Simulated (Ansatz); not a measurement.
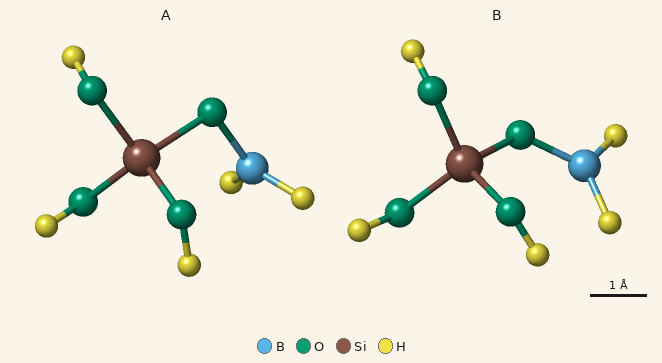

Two geometries of BSiH$_{5}$O$_{4}$ (coarse preliminary run), drawn at one scale. One is the start of a relaxation, the other its converged end. The picture is a ball-and-stick view, seen at a tilt.

The calculation used RKS PBE-D4/def2-SVP in Ansatz 0.2.0. Set-up: force threshold 0.03 eV/Å; at most 200 steps.

> Which geometry has the lower energy?

Structure B is the relaxed one. The start comes from a force field. After 14 accepted moves (16 points after the start) the energy has fallen by 26.2 kcal/mol. The largest force component goes from 3.8 to 0.027 eV/Å. The line search rejected the trial steps at points 13, 14 of the run. The forces were under the threshold at step 12, but the run went on from there. The atom that moves furthest after the best rigid fit is an H atom (1.28 Å). By element the largest moves are H 1.28 Å, O 0.71 Å, Si 0.19 Å, B 0.07 Å. Some distances before and after: B–O 1.483 → 1.355 Å, B–H 1.149 → 1.219 Å, O–Si 1.724 → 1.655 Å, B–H 1.167 → 1.230 Å. Bond angles that change, for instance: B–O–Si 108.5° → 128.9°, Si–O–H 104.1° → 114.0°, Si–O–H 105.5° → 114.4°. Groups turn about B–O by about 90°, O–Si by about 40°, O–Si by about 30°.
